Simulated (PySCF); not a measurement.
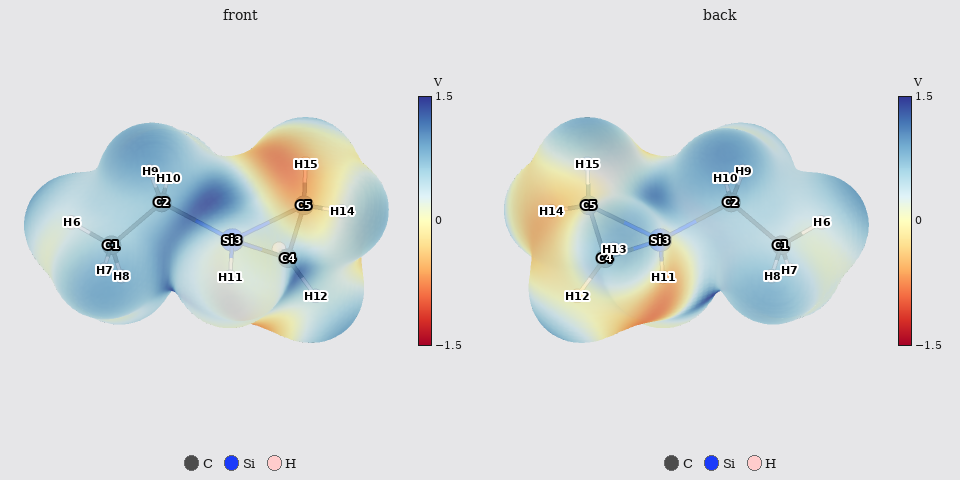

Figure. C4H10Si (SMILES CC[SiH]1CC1). The molecular electrostatic potential painted on the density surface at 0.004 e/bohr³, seen from the front and from behind; red is negative and blue positive.

Geometry: GFN2-xTB.

The calculation used PySCF 2.14.0, PBE0/pcSseg-1, SCF density, gas phase, non-relativistic.

```xyz
15

C    -2.2948   -0.3149   -0.2772
C    -1.1743    0.6149    0.1777
Si    0.4183   -0.3192    0.6082
C     1.7849   -0.4792   -0.6779
C     2.0785    0.5494    0.4295
H    -3.1988    0.2488   -0.5035
H    -2.5333   -1.0380    0.5001
H    -2.0026   -0.8629   -1.1701
H    -1.5168    1.1793    1.0470
H    -0.9728    1.3454   -0.6072
H     0.2913   -1.3711    1.6082
H     2.4266   -1.3482   -0.6863
H     1.6602   -0.0759   -1.6734
H     2.8947    0.2984    1.0909
H     2.1345    1.5812    0.1123
```

> Which sites attract a positive test charge, and which a negative one?

A positive charge is drawn to the negative regions and a negative charge to the positive ones. The most negative region (about −0.8 V) lies over C4 and C5, the most positive (about +1.4 V) over Si3.

> How polar is the molecule by this calculation?

Its dipole moment is 0.81 D.
